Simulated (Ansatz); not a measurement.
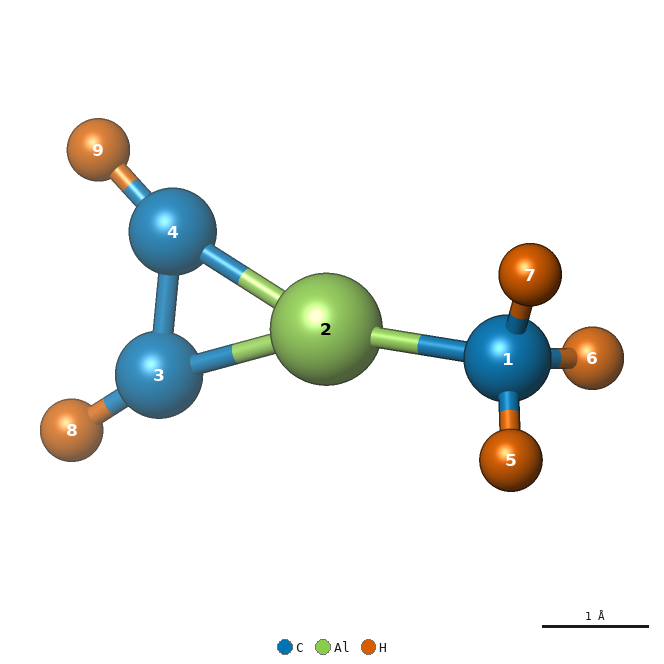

Orthographic view. Distant atoms are faded towards the background colour. The computed structure is the end point of a PBE0-D4/def2-TZVP optimisation.

Write a Z-matrix (Å, degrees) in the order of the atom numbers, with these reference atoms: 2 to 1; 3 to 2, 1; 4 to 3, 2, 1; 5 to 1, 2, 4; 6 to 1, 5, 2; 7 to 1, 5, 6; 8 to 3, 4, 2; 9 to 4, 3, 8.

```
C  
Al   1   1.939
C    2   1.855   1   158.3
C    3   1.369   2    68.3   1  -178.7
H    1   1.092   2   111.3   4   151.0
H    1   1.094   5   107.7   2  -120.7
H    1   1.092   5   108.6   6  -116.3
H    3   1.089   4   127.1   2   180.0
H    4   1.089   3   127.1   8     0.0
```
